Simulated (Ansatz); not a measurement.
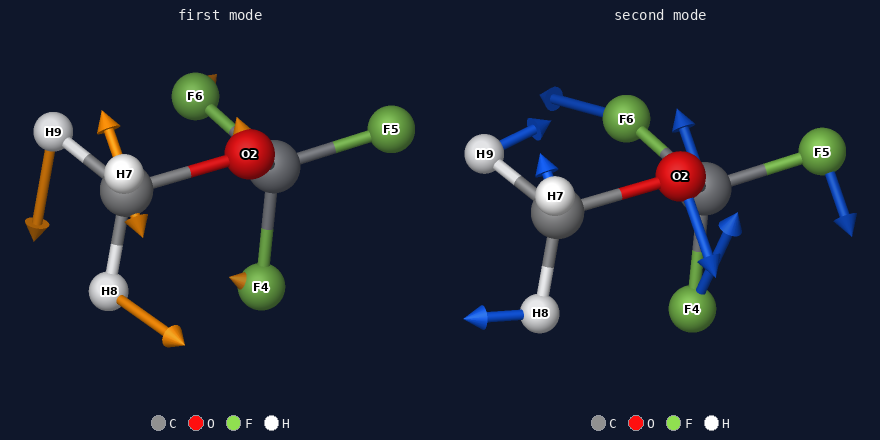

The system is C₂H₃F₃O, SMILES COC(F)(F)F; the picture shows the reference structure; its two panels give the patterns of the first and the second mode as arrows. Coordinates scanned: (1) normal mode 1 (91 cm⁻¹); (2) normal mode 7 (633 cm⁻¹). Nothing is relaxed (straight displacements along the two mass-weighted modes). Grid: 11 × 11 points. Points are written as (first, second). All energies are given in kJ/mol relative to the lowest grid point. Computed with RKS PBE0-D4/def2-SVP in Ansatz.

Its coordinates:

```xyz
9

C     0.0393   -0.9423    0.7522
O     0.7820   -0.1014   -0.1130
C     0.0995    0.8645   -0.7303
F    -0.8802    0.3813   -1.5044
F     0.9342    1.5469   -1.4892
F    -0.4793    1.7101    0.1314
H     0.7524   -1.6646    1.1646
H    -0.7477   -1.4779    0.1997
H    -0.4118   -0.3628    1.5720
```

Range: normal mode 1 (91 cm⁻¹) from −0.90 to 0.90 amu½·Å; normal mode 7 (633 cm⁻¹) from −0.638 to 0.638 amu½·Å.

> What will the energy surface look like?

The lowest grid point is at (0.00 amu½·Å, 0.000 amu½·Å). The highest grid point, (0.90 amu½·Å, −0.638 amu½·Å), lies 48.7 kJ/mol above the lowest.

| normal mode 7 (633 cm⁻¹) ↓, normal mode 1 (91 cm⁻¹) → | −0.90 | −0.72 | −0.54 | −0.36 | −0.18 | 0.00 | 0.18 | 0.36 | 0.54 | 0.72 | 0.90 |
| --- | --- | --- | --- | --- | --- | --- | --- | --- | --- | --- | --- |
| 0.638 | 48.7 | 38.2 | 32.5 | 30.0 | 29.2 | 29.0 | 29.1 | 29.7 | 31.7 | 36.5 | 45.7 |
| 0.511 | 37.7 | 27.4 | 21.9 | 19.4 | 18.7 | 18.6 | 18.7 | 19.2 | 21.2 | 26.0 | 35.3 |
| 0.383 | 29.1 | 18.9 | 13.5 | 11.2 | 10.5 | 10.4 | 10.5 | 11.1 | 13.1 | 17.9 | 27.2 |
| 0.255 | 22.8 | 12.9 | 7.6 | 5.4 | 4.7 | 4.6 | 4.7 | 5.3 | 7.3 | 12.2 | 21.6 |
| 0.128 | 18.9 | 9.2 | 4.0 | 1.9 | 1.2 | 1.2 | 1.2 | 1.8 | 3.9 | 8.8 | 18.4 |
| 0.000 | 17.5 | 7.8 | 2.8 | 0.7 | 0.1 | 0.0 | 0.1 | 0.7 | 2.8 | 7.8 | 17.5 |
| −0.128 | 18.3 | 8.8 | 3.9 | 1.8 | 1.2 | 1.2 | 1.2 | 1.9 | 4.0 | 9.2 | 18.9 |
| −0.255 | 21.6 | 12.2 | 7.3 | 5.3 | 4.7 | 4.6 | 4.7 | 5.4 | 7.6 | 12.9 | 22.8 |
| −0.383 | 27.2 | 17.9 | 13.1 | 11.1 | 10.5 | 10.4 | 10.5 | 11.2 | 13.5 | 18.9 | 29.1 |
| −0.511 | 35.3 | 26.0 | 21.2 | 19.2 | 18.6 | 18.6 | 18.7 | 19.4 | 21.9 | 27.4 | 37.7 |
| −0.638 | 45.6 | 36.5 | 31.7 | 29.7 | 29.1 | 29.0 | 29.2 | 30.0 | 32.5 | 38.2 | 48.7 |

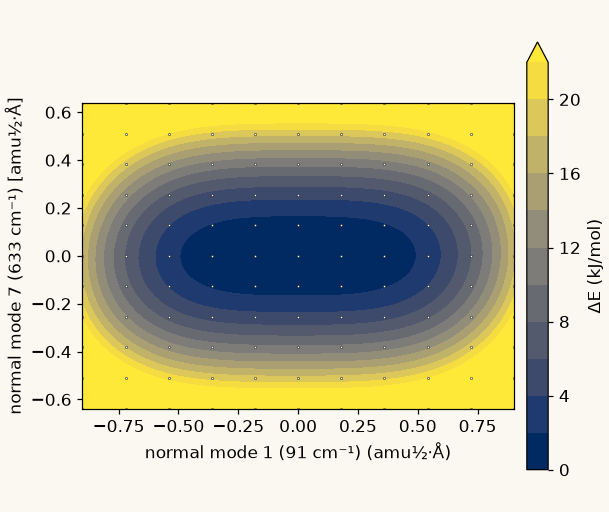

The picture shows filled contours, dots at the grid points, one colour for all values above the top of the scale. Between grid points the surface is interpolated.

Each point was launched as `ansatz run input.yaml --threads 1 --pin off --max-ram 2560MiB --backend cpu --events-out ev --progress --plain --runs-dir out`. Time for the 121 points that were run: 11 min on 1 thread of Arm Neoverse V1, with other jobs on the host.
